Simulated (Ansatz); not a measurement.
# Pressure series in Ge

Start from Ge in the diamond structure (space group Fd-3m, No. 227).

```
CELL_PARAMETERS angstrom
      0.00000     2.88084     2.88084
      2.88084     0.00000     2.88084
      2.88084     2.88084     0.00000
ATOMIC_POSITIONS crystal
  Ge 0.50000 0.50000 0.50000
  Ge 0.75000 0.75000 0.75000
```

Cell and atoms are relaxed at each pressure.

Levels (all Ansatz, a first-principles code, PAW): PBE (420 eV, without spin-orbit coupling); PBEsol (420 eV, no SOC).

The base cell above is that of PBE; each level relaxes its own structures.

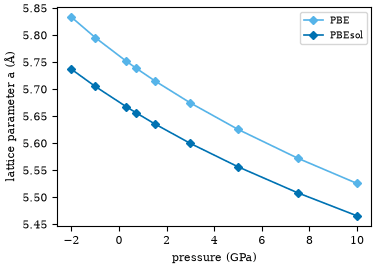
*Lattice parameter a under two levels*

How do the two levels compare along the series?

PBE lies above PBEsol in every row, by 0.060 Å to 0.096 Å. They put the cases in the same order.

Load acts through the strain it causes; cell and atoms are relaxed under it. No phonon test of stability was made. Tetrahedral semiconductors of this kind turn to denser phases somewhere between about 1 and 50 GPa; those were not computed, so compressed cells here can lie past the real transition.
